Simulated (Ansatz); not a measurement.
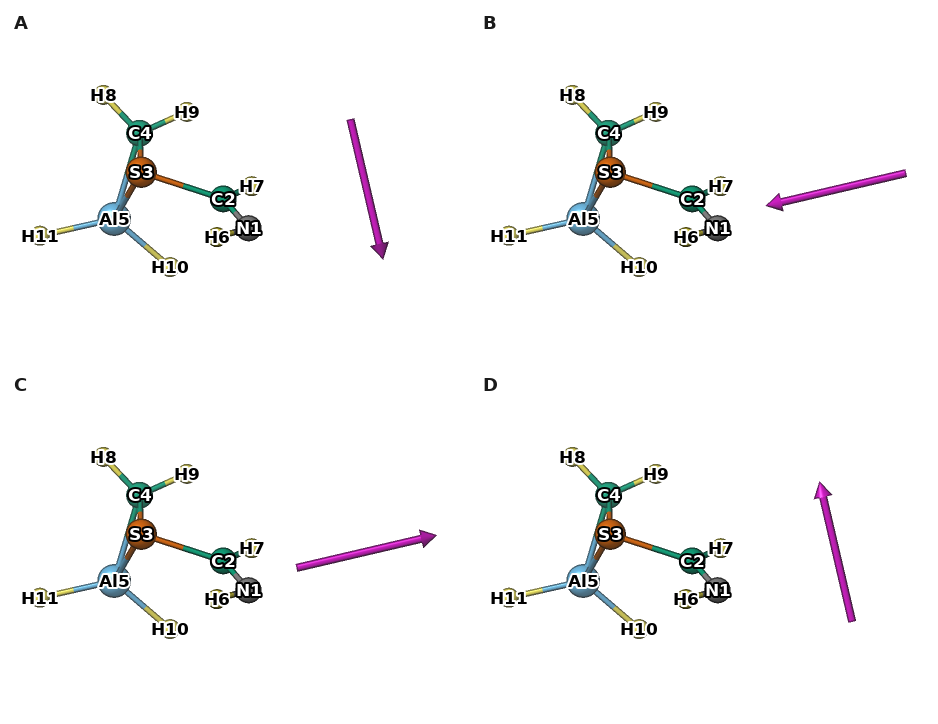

The same molecule four times, each with an arrow. The geometry was computed by an optimisation with PBE-D4/def2-SVP. No frequency run is at hand to confirm it as a minimum. Properties computed with RKS PBE-D4/def2-SVP (Ansatz 0.2.0).

Question: Which arrow points along the dipole moment, from the negative to the positive end?

Answer: D. The dipole moment is 1.75 D; it points from the side of H10 to the side of H8 (the outermost atoms at the two ends).
